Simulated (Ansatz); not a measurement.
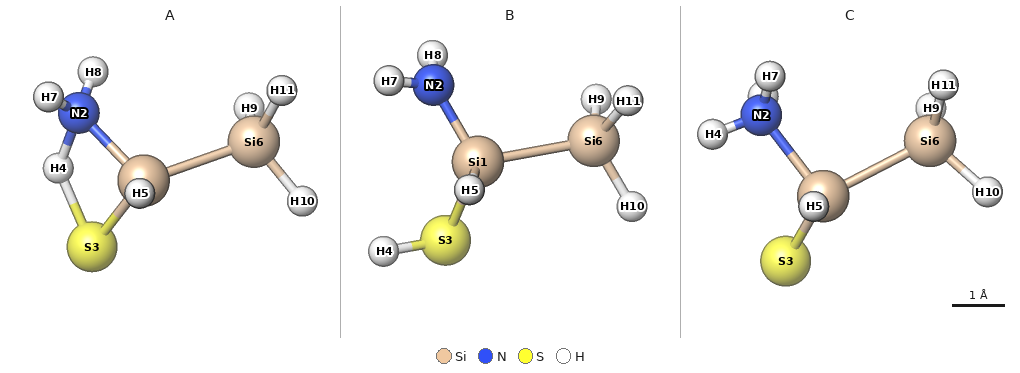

Three geometries of Si$_{2}$NH$_{7}$S: a saddle point and the two minima that it joins, in shuffled order. Style: ball-and-stick. Shown face on. Sticks join atoms that are closer than about 1.2 times the sum of their covalent radii (a little more with hydrogen).

Stationary points at PBE0-D4/def2-TZVP, single-point energies with PBE-QIDH, CCSD(T)/CBS, wB97M-V, wB97X-V (def2-TZVPP where no basis is named; Ansatz 0.2.0). The energies are electronic, without zero-point or thermal terms, and both ends are the minima reached downhill from the saddle, with any fragments still in contact. CCSD(T)/CBS stands for a frozen-core estimate: MP2 correlation extrapolated from def2-TZVPP and def2-QZVPP, CCSD(T) minus MP2 from the smaller set.

### Which frame is the transition state, what reaction does it lead through, and what barrier is to be expected?

Frame A is the saddle point. From B over the saddle to C, a bond forms: N2–H4 (3.45 → 1.34 → 1.02 Å). A bond breaks: S3–H4 (1.34 → 1.67 → 3.16 Å). Bonds that stay but change much: Si1–N2 (1.72 → 1.84 → 1.97 Å). The saddle has one imaginary mode, 1364i cm⁻¹. With PBE-QIDH the barrier is 27.0 kcal/mol from B and 15.9 kcal/mol from C, and C lies 11.1 kcal/mol above B.

```csv
level,barrier from B (kcal/mol),barrier from C (kcal/mol),C less B (kcal/mol)
PBE-QIDH,27.0,15.9,11.1
CCSD(T)/CBS,28.0,16.7,11.3
wB97M-V,28.5,16.5,11.9
wB97X-V,29.4,16.5,12.9
```

Against CCSD(T)/CBS, wB97M-V comes closest on the barrier from B (+0.5 kcal/mol) and wB97X-V misses most (+1.4 kcal/mol).
